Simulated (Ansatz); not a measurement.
# Tc of Au (Fm-3m) from its phonons

What Tc do the phonons of Au (Fm-3m) give, and how does it depend on μ*? The cell shown first is a relaxed one, from steps not shown here.

Calculated with Ansatz 0.2.0; DFT PBE, scalar-relativistic, plane waves, PAW; PAW set soft_1, in the first sound run; inputs show where later runs differ.

## (1) The cell after earlier relaxation steps

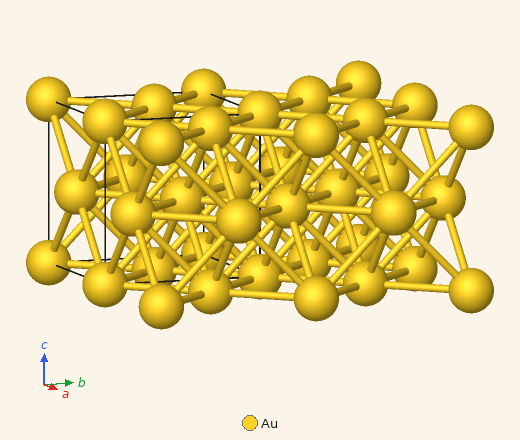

Start, viewed slightly off an axis; gold yellow. 2×2×1 cells are drawn. This picture shows the conventional cell, with its axes. Some periodic images of atoms are drawn too.

## (2) Resistivity: finite displacements

The run that gives the couplings also evaluates McMillan's and Allen and Dynes's formulas and, where asked, the Eliashberg equations, over a range of μ*.

Input file input.yaml:

```yaml
crystal:
  lattice:
    - [0.0, 2.079711394, 2.079711394]
    - [2.079711394, 0.0, 2.079711394]
    - [2.079711394, 2.079711394, 0.0]
  atoms:
    - { symbol: Au, position: [0.0, 0.0, 0.0] }
kpoints:
  mp_grid: { grid: [12, 12, 12] }
hamiltonian:
  xc: pbe
  pseudopotentials: { kind: paw, azcp: { folder: soft_1 } }
scf:
  occupations: { method: methfessel_paxton, width: 0.2 }
output:
  eigenvalues: true
phonons:
  method: fd
  supercell: [4, 4, 4]
  temperatures: { t_max: 1000, t_step: 50 }
  qpath:
    path:
      - [[0.0, 0.0, 0.0], [0.5, 0.0, 0.5], [0.625, 0.25, 0.625]]
      - [[0.375, 0.375, 0.75], [0.0, 0.0, 0.0], [0.5, 0.5, 0.5], [0.5, 0.25, 0.75], [0.5, 0.0, 0.5]]
    npoints: 6
  electrical_resistivity:
    mesh: [16, 16, 16]
    temperatures: [20.0, 50.0, 80.0, 100.0, 150.0, 200.0, 273.0, 300.0, 400.0, 500.0, 600.0, 800.0]
  superconductivity: { mesh: [16, 16, 16], eliashberg_equations: false }
```

Launch:

```sh
$ ansatz run input.yaml --threads 16 --pin off --max-ram 92160MiB --backend cuda --events-out ev --progress --plain --runs-dir out --max-vram 78GiB
```

Numbers of over 12 decimals in the logs are rounded to 6 here.

The program printed:

```text
Engine: ansatz 0.2.0, aarch64-unknown-linux-gnu
Pseudopotentials: kind: paw
Pseudopotential: Au, paw, valence charge 19, recommended cutoff 420 eV (normal), soft_1/Au.paw.azcp
Functional definition: PBE
  parameter kappa = 0.804
  parameter beta = 0.066725
  exchange = pbe_x(kappa = kappa, mu = beta*pi^2/3)
  correlation = pbe_c(beta = beta)
[...]
Crystal: 64 atoms, lattice volume = 1151.381 Å³
Basis set: ecut = 420 eV, 22419 PW (Γ), exchange–correlation on 160×160×160 points (8 copies of the dense FFT grid, shifted against one another)
Bands: 896, of which v1, the nominal top of the filled ones, is band 608 counted from 1 (607 counted from 0)
Symmetry: 3072 space group operations
k-points: 4 of 27
Non-local potential: Au, projectors of the file, l = 0: 3, l = 1: 2, l = 2: 2, l = 3: 1
PAW form: soft (Blöchl's): semilocal exchange-correlation on the pseudo side does not see the compensation charge
PAW one-centre angular grid: Au, 590 points (default); XC on 64 Gauss nodes
Initial density: handed on by an earlier stage of this run
Initial wavefunctions: those handed on with the density
[...]
Functional: x = pbe(κ = 0.804, μ = 0.219515), c = pbe(β = 0.066725)
SCF iter   1: F=—  HF=-841676.928651 eV  |F-HF|=—  |Δ(HF+E_count)|=         —  Δρ=4.76e-8  dr2=1.81e-11  ethr=1.00e-12  ⟨swp⟩=3.0  Hψ=8333  notcnv=0
preconditioner: auto → Kerker (q_TF=auto, 2.753 Å⁻¹)  [metal: Δε(μ)=0.099 eV  Ē_g=15.444 eV  σ=0.200 eV  W_gap=0.40  n_scr=410 (ndim 8)  ℏωp=29.0 eV  f_vac=0.000  D(μ)=28.23/eV (n_scr^D=168)]
SCF iter   2: F=-841676.928651 eV  HF=-841676.928651 eV  |F-HF|=1.16e-10  |Δ(HF+E_count)|=  1.16e-10  S|Δr|=    0.00e0  Δρ=1.95e-8  dr2=2.15e-12  ethr=1.00e-12  ⟨swp⟩=3.2  Hψ=6655  notcnv=0
SCF 1 converged in 2 iterations: F = -841676.928651 eV  dr2 = 2.15e-12
  greatest PAW one-centre occupation: 1.000 electrons in one spin orbital (limit 2), on the Au atom at site 63 (counted from 0), in its partial waves of l = 0
[...]
Symmetry: 8 space group operations
k-points: 6 of 27 (time reversal used)
[...]
iter 1 solved again at ethr=4.45e-9 eV; its pass at ethr=3.10e-3 eV (dr2=5.42e-5 eV) is discarded
[...]
SCF iter   8: F=-841676.928635 eV  HF=-841676.928635 eV  |F-HF|=2.33e-10  |Δ(HF+E_count)|=  3.49e-10  S|Δr|=    0.00e0  Δρ=1.01e-8  dr2=3.27e-12  ethr=1.00e-12  ⟨swp⟩=4.0  Hψ=14833  notcnv=0
SCF 2 converged in 8 iterations: F = -841676.928635 eV  dr2 = 3.27e-12
  greatest PAW one-centre occupation: 1.000 electrons in one spin orbital (limit 2), on the Au atom at site 28 (counted from 0), in its partial waves of l = 0
[...]
Crystal: 1 atoms, lattice volume = 17.990 Å³
Basis set: ecut = 420 eV, 339 PW (Γ), exchange–correlation on 40×40×40 points (8 copies of the dense FFT grid, shifted against one another)
Bands: 14, of which v1, the nominal top of the filled ones, is band 10 counted from 1 (9 counted from 0)
[...]
SCF iter   1: F=—  HF=-13151.450975 eV  |F-HF|=—  |Δ(HF+E_count)|=         —  Δρ=6.50e-2  dr2=8.69e-1  ethr=3.10e-3  ⟨swp⟩=3.8  Hψ=4727  notcnv=0
preconditioner: auto → none  [metal: Δε(μ)=0.138 eV  Ē_g=15.070 eV  σ=0.200 eV  W_gap=0.48  n_scr=8 (ndim 8)  ℏωp=29.0 eV  f_vac=0.000  D(μ)=0.50/eV (n_scr^D=0)  sad-step TF]
SCF iter   2: F=—  HF=-13151.244062 eV  |F-HF|=—  |Δ(HF+E_count)|=   2.07e-1  S|Δr|=    0.00e0  Δρ=2.91e-2  dr2=1.70e-1  ethr=3.10e-3  ⟨swp⟩=2.0  Hψ=1895  notcnv=0
SCF iter   3: F=—  HF=-13151.200217 eV  |F-HF|=—  |Δ(HF+E_count)|=   4.38e-2  S|Δr|=    0.00e0  Δρ=4.86e-3  dr2=1.79e-3  ethr=8.97e-4  ⟨swp⟩=2.1  Hψ=1490  notcnv=0
SCF iter   4: F=—  HF=-13151.201850 eV  |F-HF|=—  |Δ(HF+E_count)|=   1.63e-3  S|Δr|=    0.00e0  Δρ=5.28e-4  dr2=3.01e-5  ethr=9.43e-6  ⟨swp⟩=2.3  Hψ=2152  notcnv=0
SCF iter   5: F=—  HF=-13151.201890 eV  |F-HF|=—  |Δ(HF+E_count)|=   4.01e-5  S|Δr|=    0.00e0  Δρ=3.15e-5  dr2=1.07e-7  ethr=1.58e-7  ⟨swp⟩=2.8  Hψ=1752  notcnv=0
SCF iter   6: F=—  HF=-13151.202010 eV  |F-HF|=—  |Δ(HF+E_count)|=   1.20e-4  S|Δr|=    0.00e0  Δρ=8.52e-6  dr2=1.37e-8  ethr=5.64e-10  ⟨swp⟩=2.1  Hψ=1495  notcnv=0
SCF iter   7: F=-13151.202010 eV  HF=-13151.202010 eV  |F-HF|=2.73e-11  |Δ(HF+E_count)|=   4.21e-9  S|Δr|=    0.00e0  Δρ=5.05e-7  dr2=3.59e-11  ethr=1.00e-12  ⟨swp⟩=2.2  Hψ=3045  notcnv=0
SCF 3 converged in 7 iterations: F = -13151.202010 eV  dr2 = 3.59e-11
[...]
SCF converged after 2 iterations
[...]
mean free path at 50 K (of a tensor a third of its trace): 289 nm by what each carries, 264 by the Fermi surface alone
  Hall coefficient in a weak field at 50 K (a third of the trace): -8.721e-11 m³/C (as a tensor it moves by 0.2 % between the two finest meshes); by each state's relaxation time: -8.308e-11 m³/C; by a constant relaxation time: -8.662e-11 m³/C
  mean free path at 80 K (of a tensor a third of its trace): 135 nm by what each carries, 129 by the Fermi surface alone
  Hall coefficient in a weak field at 80 K (a third of the trace): -8.301e-11 m³/C (as a tensor it moves by 1.1 % between the two finest meshes); by each state's relaxation time: -8.092e-11 m³/C; by a constant relaxation time: -8.654e-11 m³/C
  mean free path at 100 K (of a tensor a third of its trace): 101 nm by what each carries, 97.0 by the Fermi surface alone
  Hall coefficient in a weak field at 100 K (a third of the trace): -8.215e-11 m³/C (as a tensor it moves by 1.5 % between the two finest meshes); by each state's relaxation time: -8.045e-11 m³/C; by a constant relaxation time: -8.649e-11 m³/C
  mean free path at 150 K (of a tensor a third of its trace): 63.2 nm by what each carries, 61.0 by the Fermi surface alone
  Hall coefficient in a weak field at 150 K (a third of the trace): -8.145e-11 m³/C (as a tensor it moves by 1.9 % between the two finest meshes); by each state's relaxation time: -8.011e-11 m³/C; by a constant relaxation time: -8.639e-11 m³/C
  mean free path at 200 K (of a tensor a third of its trace): 46.4 nm by what each carries, 44.8 by the Fermi surface alone
  Hall coefficient in a weak field at 200 K (a third of the trace): -8.128e-11 m³/C (as a tensor it moves by 2.1 % between the two finest meshes); by each state's relaxation time: -8.005e-11 m³/C; by a constant relaxation time: -8.635e-11 m³/C
  mean free path at 273 K (of a tensor a third of its trace): 33.5 nm by what each carries, 32.4 by the Fermi surface alone
  Hall coefficient in a weak field at 273 K (a third of the trace): -8.123e-11 m³/C (as a tensor it moves by 2.1 % between the two finest meshes); by each state's relaxation time: -8.005e-11 m³/C; by a constant relaxation time: -8.635e-11 m³/C
  mean free path at 300 K (of a tensor a third of its trace): 30.4 nm by what each carries, 29.4 by the Fermi surface alone
  Hall coefficient in a weak field at 300 K (a third of the trace): -8.124e-11 m³/C (as a tensor it moves by 2.1 % between the two finest meshes); by each state's relaxation time: -8.006e-11 m³/C; by a constant relaxation time: -8.635e-11 m³/C
  mean free path at 400 K (of a tensor a third of its trace): 22.7 nm by what each carries, 21.9 by the Fermi surface alone
  Hall coefficient in a weak field at 400 K (a third of the trace): -8.130e-11 m³/C (as a tensor it moves by 2.0 % between the two finest meshes); by each state's relaxation time: -8.011e-11 m³/C; by a constant relaxation time: -8.638e-11 m³/C
  mean free path at 500 K (of a tensor a third of its trace): 18.1 nm by what each carries, 17.5 by the Fermi surface alone
  Hall coefficient in a weak field at 500 K (a third of the trace): -8.141e-11 m³/C (as a tensor it moves by 1.9 % between the two finest meshes); by each state's relaxation time: -8.017e-11 m³/C; by a constant relaxation time: -8.640e-11 m³/C
  mean free path at 600 K (of a tensor a third of its trace): 15.0 nm by what each carries, 14.5 by the Fermi surface alone
  Hall coefficient in a weak field at 600 K (a third of the trace): -8.153e-11 m³/C (as a tensor it moves by 1.8 % between the two finest meshes); by each state's relaxation time: -8.023e-11 m³/C; by a constant relaxation time: -8.642e-11 m³/C
  mean free path at 800 K (of a tensor a third of its trace): 11.2 nm by what each carries, 10.8 by the Fermi surface alone
  Hall coefficient in a weak field at 800 K (a third of the trace): -8.183e-11 m³/C (as a tensor it moves by 1.7 % between the two finest meshes); by each state's relaxation time: -8.038e-11 m³/C; by a constant relaxation time: -8.645e-11 m³/C
  the resistivity times a path that all electrons share, by the Fermi surface of the deck's mesh alone (a third of the trace): 8.689e-16 Ω·m²
  not converged in the mesh (λ; λ_tr; the resistivity at 20 K by 8.44 %; the resistivity at 50 K by 3.49 %; the resistivity at 80 K by 2.60 %; the resistivity at 100 K by 2.40 %; the resistivity at 150 K by 2.19 %; the resistivity at 200 K by 2.10 %; the resistivity at 273 K by 2.00 %): between neighbouring meshes, the two finest first, λ moves by 4.31 % and 13.08 %, λ_tr by 7.07 % and 18.24 % and the resistivity by up to 8.44 % and 2.32 %; an estimate, no bound, puts it up to 6.6e-7 % above the Boltzmann equation's exact value after up to 5 iterations (at most 30 are made, fewer where the estimate is under 1.0e-6 % of each spin channel's own resistivity)
  vibrations of 64 cells: unjudged by the run; compare a larger repeat
  the changes of the potential over all sites missed a rigid shift's by 0.00 % (the site terms' by 0.08 %)
  at the force constants' own smearing the fine mesh and the k-points of their solves give squared frequencies that differ by 7.1 % of the larger at the most, at (0, 0.25, -0.5)
--- Superconductivity: potentials and phonons of a 4×4×4 supercell ---
  pairing by harmonic phonons, in the closed forms alone; spin fluctuations are left out, and so is spin–orbit coupling
           mesh         λ    ħω_log (meV)  μ* declared at (meV)
       16×16×16    0.1944           8.299                9.712
          8×8×8    0.2028           8.254                9.590
          4×4×4    0.2293           8.128                9.444
  λ by the species' shares of the modes' patterns: Au 0.1944
  transition temperature on the deck's mesh (K), isotropic and anisotropic, restricted to the Fermi surface (FSR) and over the full bandwidth (FBW), and the last with the density of states resolved in a narrower window:
        μ*   McMillan   Allen–Dynes      iso. FSR      iso. FBW    aniso. FSR    aniso. FBW  narrow window
      0.08      0.001         0.001             -             -             -             -              -
      0.10      0.000         0.000             -             -             -             -              -
      0.12      0.000         0.000             -             -             -             -              -
      0.13      0.000         0.000             -             -             -             -              -
      0.14      0.000         0.000             -             -             -             -              -
      0.16      0.000         0.000             -             -             -             -              -
      0.20          -             -             -             -             -             -              -
  not judged without the Eliashberg equations: between neighbouring meshes, the two finest first, λ moves by 4.31 % and 13.08 %
  vibrations of 64 cells: unjudged by the run; compare a larger repeat
  the changes of the potential over all sites missed a rigid shift's by 0.00 % (the site terms' by 0.08 %)
  at the force constants' own smearing the fine mesh and the k-points of their solves give squared frequencies that differ by 7.1 % of the larger at the most, at (0, 0.25, -0.5)
```

The job ended after 14 s (1 × NVIDIA GB200 with 16 threads of Arm Neoverse V2, shared host; peak memory 3 GiB; 89 s of CPU time).

The column dr2 measures how far the density is from self-consistency, as an energy; F and HF (Harris–Foulkes) agree once it is small.

This step gave:

```
volume per atom                                                                : 17.99 Å³/atom
metallic on mesh                                                               : yes
gap on the k-mesh                                                              : 0 eV
zero-point energy                                                              : 0.01460 eV/cell
share of imaginary modes in the plain interpolation between solved wavevectors : 0
highest frequency, solved or plainly interpolated                              : 138.3 cm⁻¹
Debye temperature (second moment)                                              : 156 K
resistivity at 300 K                                                           : 2.954 μΩ cm
coupling constant λ                                                            : 0.1944
density of states at the Fermi level                                           : 0.1469 states/eV a spin and cell
log mean phonon energy ħω_log                                                  : 8.299 meV
transport coupling constant λ_tr                                               : 0.1969, 0.1969, 0.1969 (xx, yy, zz)
Drude plasma energy                                                            : 8.707, 8.707, 8.707 eV (xx, yy, zz)
resistivity times mean free path                                               : 8.689, 8.689, 8.689 × 10⁻¹⁶ Ω m² (xx, yy, zz)
second-moment phonon energy ħω₂                                                : 9.712 meV
coupling λ by branch                                                           : 0.0719, 0.0841, 0.0383 (branches by rank of frequency)
```

An empty cell: under 1 mK by a formula, or no transition down to the floor of the Eliashberg search. Transition temperatures:

```
  μ*  McMillan Tc (K)  Allen–Dynes Tc (K)
0.08                -                   -
 0.1                -                   -
0.12                -                   -
0.13                -                   -
0.14                -                   -
0.16                -                   -
 0.2                -                   -
```

## (3) Resistivity: r2SCAN at its own relaxed cell

The functional sets the lattice constant, the bands and the force constants.

This step: DFT r2SCAN, scalar-relativistic, plane waves, PAW; PAW set soft_1 (Ansatz 0.2.0).

Edit input.yaml of step 2 so:

```diff
@@ -2,5 +2,5 @@
   lattice:
-    - [0.0, 2.079711394, 2.079711394]
-    - [2.079711394, 0.0, 2.079711394]
-    - [2.079711394, 2.079711394, 0.0]
+    - [0.0, 2.0632543436, 2.0632543436]
+    - [2.0632543436, 0.0, 2.0632543436]
+    - [2.0632543436, 2.0632543436, 0.0]
   atoms:
@@ -10,3 +10,3 @@
 hamiltonian:
-  xc: pbe
+  xc: r2scan
   pseudopotentials: { kind: paw, azcp: { folder: soft_1 } }
@@ -17,4 +17,4 @@
 phonons:
-  method: fd
-  supercell: [4, 4, 4]
+  method: dfpt
+  qmesh: [4, 4, 4]
   temperatures: { t_max: 1000, t_step: 50 }
```

The program printed:

```text
[...]
Crystal: 1 atoms, lattice volume = 17.567 Å³
Basis set: ecut = 500 eV, 459 PW (Γ), exchange–correlation on 120×120×120 points (125 copies of the dense FFT grid, shifted against one another)
Bands: 14, of which v1, the nominal top of the filled ones, is band 10 counted from 1 (9 counted from 0)
Symmetry: 48 space group operations
k-points: 163 of 1728 (irreducible under 8 space group operations, time reversal used)
[...]
SCF iter   2: F=—  HF=-13165.124988 eV  |F-HF|=—  |Δ(HF+E_count)|=   1.01e-1  S|Δr|=    0.00e0  Δρ=1.55e-2  dr2=1.94e-2  dr2_τ=1.77e-2  ethr=2.35e-3  ⟨swp⟩=2.0  Hψ=3832  notcnv=0
[...]
SCF iter   8: F=-13165.129068 eV  HF=-13165.129068 eV  |F-HF|=3.64e-12  |Δ(HF+E_count)|=  2.18e-10  S|Δr|=    0.00e0  Δρ=7.13e-8  dr2=6.02e-13  dr2_τ=1.17e-13  ethr=1.00e-12  ⟨swp⟩=4.2  Hψ=11768  notcnv=0
SCF 1 converged in 8 iterations: F = -13165.129068 eV  dr2 = 6.02e-13
[...]
DFPT response loops at Γ: preconditioner auto → Kerker (q_TF=auto, 2.764 Å⁻¹) (partly filled bands, converged f_vac=0.000); β = 1.00, the filter's whole step (`scf.mixing.beta` (0.50) is not read by the response loops under this deck's `scf.mixing.preconditioner`; to damp them name `kerker` or `kerker_dos`, under which they read `scf.mixing.beta`, and type it under 1.00, their step now; both keys bind the ground state too); Broyden in place of MSR1
[...]
NSCF: frozen V_eff on 72 k-points, pencils in batches of 32, up to order 56
[...]
NSCF: frozen V_eff on 1872 k-points
[...]
k-points: 72 of 1728
[...]
SCF iter   1: F=—  HF=-13165.225909 eV  |F-HF|=—  |Δ(HF+E_count)|=         —  Δρ=4.73e-2  dr2=4.47e-1  dr2_τ=1.53e-2  ethr=2.35e-3  ⟨swp⟩=1.0  Hψ=6535  notcnv=0
[...]
SCF 2 converged in 8 iterations: F = -13165.129068 eV  dr2 = 5.13e-13
[...]
SCF converged after 8 iterations
[...]
vibrations of 64 cells: unjudged by the run; compare a larger repeat
[...]
--- Superconductivity: potentials and phonons of a 4×4×4 supercell ---
[...]
mesh         λ    ħω_log (meV)  μ* declared at (meV)
       16×16×16    0.2109           8.393                9.890
          8×8×8    0.2181           8.334                9.758
          4×4×4    0.2418           8.290                9.657
  λ by the species' shares of the modes' patterns: Au 0.2109
[...]
0.08      0.002         0.002             -             -             -             -              -
      0.10      0.000         0.000             -             -             -             -              -
      0.12      0.000         0.000             -             -             -             -              -
      0.13      0.000         0.000             -             -             -             -              -
      0.14      0.000         0.000             -             -             -             -              -
      0.16      0.000         0.000             -             -             -             -              -
      0.20          -             -             -             -             -             -              -
[...]
vibrations of 64 cells: unjudged by the run; compare a larger repeat
[...]
```

Run time: 74 s. Hardware: 1 × NVIDIA GB200 with 16 threads; peak memory 2.6 GiB.

This step gave:

| Item | Value |
| --- | --- |
| volume per atom | 17.57 Å³/atom |
| zero-point energy | 0.01493 eV/cell |
| highest frequency, solved or plainly interpolated | 143.2 cm⁻¹ |
| Debye temperature (second moment) | 160 K |
| resistivity at 300 K | 2.918 μΩ cm |
| coupling constant λ | 0.2109 |
| density of states at the Fermi level | 0.1359 states/eV a spin and cell |
| log mean phonon energy ħω_log | 8.393 meV |
| transport coupling constant λ_tr | 0.2128, 0.2128, 0.2128 (xx, yy, zz) |
| Drude plasma energy | 9.121, 9.121, 9.121 eV (xx, yy, zz) |
| resistivity times mean free path | 8.515, 8.515, 8.515 × 10⁻¹⁶ Ω m² (xx, yy, zz) |
| second-moment phonon energy ħω₂ | 9.89 meV |
| coupling λ by branch | 0.0783, 0.0921, 0.0405 (branches by rank of frequency) |

An empty cell: under 1 mK by a formula, or no transition down to the floor of the Eliashberg search. Transition temperatures:

```
  μ*  McMillan Tc (K)  Allen–Dynes Tc (K)
0.08          0.00233             0.00235
 0.1                -                   -
0.12                -                   -
0.13                -                   -
0.14                -                   -
0.16                -                   -
 0.2                -                   -
```

(Continued in part 2 of 2.)

[Logs are printed without paths, hosts, clocks, repeated set-up lines and the standing remarks that a program may print on its own settings, such as how far it seeks lower states.]

[Hosts, paths, dates, database ids (printed as entryN), source tags and the programs' standing remarks are cut or masked in the printed files.]
